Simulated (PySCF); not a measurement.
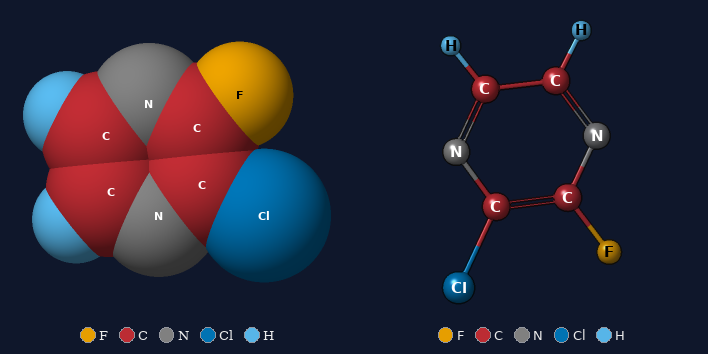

Both panels show the same species.

The geometry was computed by an optimisation with GFN2-xTB. No frequency run is at hand to confirm it as a minimum.

Question: What is the molecular formula?

Answer: C₄H₂ClFN₂, 10 atoms: 4 carbon, 2 hydrogen, 1 chlorine, 1 fluorine and 2 nitrogen.

Question: Give the symmetry (Schoenflies symbol).

Answer: Cs.

More results for the same structure follow; atom numbers are the same in all pictures, views and colours differ.

Charges

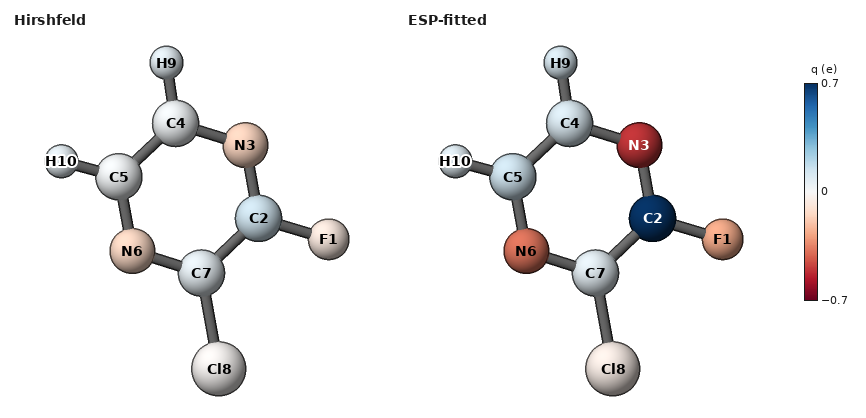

Atomic charges of one calculation by 2 schemes, on one colour scale. No frequency run is at hand to confirm it as a minimum. Level of theory: PBE0/pcSseg-1 (PySCF 2.14.0).

Question: Which scheme gives the most polar picture (largest mean size of the charges)?

Answer: The ESP-fitted charges are the largest in size here.

Question: On which atom do the schemes disagree most?

Answer: On C2 (from 0.14 to 0.69 e).

List the charges (e), one line for each set of equivalent atoms.

| atom | Hirshfeld | ESP-fitted |
| --- | --- | --- |
| F1 | −0.07 | −0.26 |
| C2 | 0.14 | 0.69 |
| N3 | −0.15 | −0.50 |
| C4 | 0.02 | 0.10 |
| C5 | 0.02 | 0.14 |
| N6 | −0.14 | −0.38 |
| C7 | 0.06 | 0.07 |
| Cl8 | −0.01 | −0.05 |
| H9 | 0.07 | 0.11 |
| H10 | 0.07 | 0.08 |

Bond orders

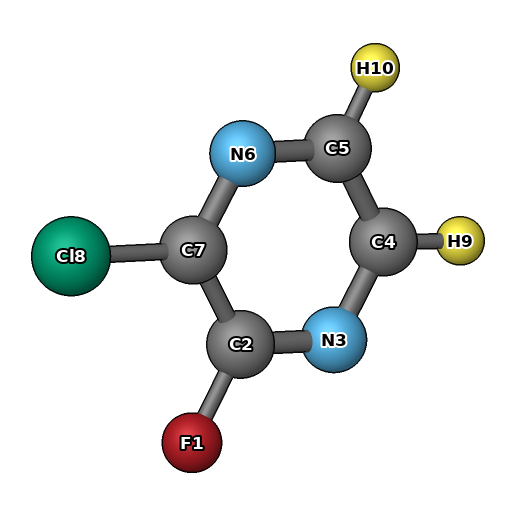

The thickness of each stick grows with its Mayer bond order. No frequency run is at hand to confirm it as a minimum. Method: PBE0/pcSseg-1 (PySCF 2.14.0).

List the Mayer bond orders of F1–C2, C2–N3, C2–C7, N3–C4, C4–C5, C4–H9, C5–N6, C5–H10, N6–C7, C7–Cl8.

```json
{"bond": "F1–C2", "Mayer order": "1.02", "length (Å)": "1.329"}
{"bond": "C2–N3", "Mayer order": "1.51", "length (Å)": "1.308"}
{"bond": "C2–C7", "Mayer order": "1.18", "length (Å)": "1.405"}
{"bond": "N3–C4", "Mayer order": "1.42", "length (Å)": "1.329"}
{"bond": "C4–C5", "Mayer order": "1.38", "length (Å)": "1.385"}
{"bond": "C4–H9", "Mayer order": "0.97", "length (Å)": "1.080"}
{"bond": "C5–N6", "Mayer order": "1.45", "length (Å)": "1.327"}
{"bond": "C5–H10", "Mayer order": "0.97", "length (Å)": "1.080"}
{"bond": "N6–C7", "Mayer order": "1.50", "length (Å)": "1.316"}
{"bond": "C7–Cl8", "Mayer order": "1.07", "length (Å)": "1.711"}
```

NMR shielding

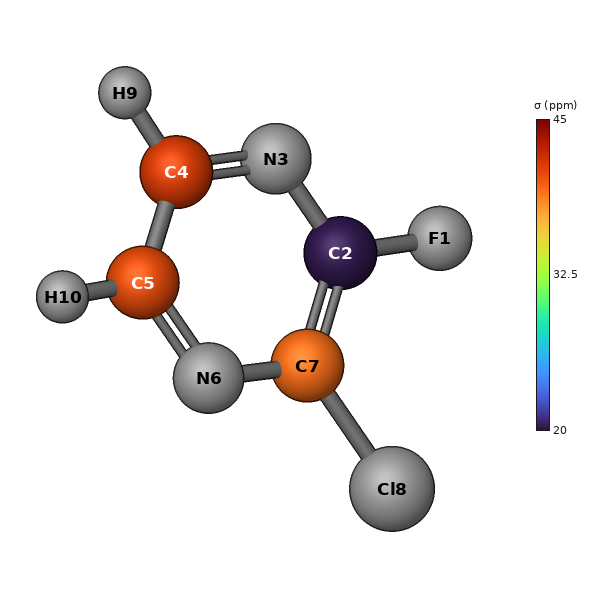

Atoms are coloured by their isotropic NMR shieldings (C only, the others grey). No frequency run is at hand to confirm it as a minimum. Level of theory: GIAO PBE0/pcSseg-1 NMR shielding, non-relativistic, gas phase (PySCF 2.14.0).

Give the isotropic NMR shieldings of the C atoms atom by atom.

| atom | σ (ppm) |
| --- | --- |
| C2 | 20.4 |
| C4 | 41.1 |
| C5 | 40.4 |
| C7 | 39.3 |
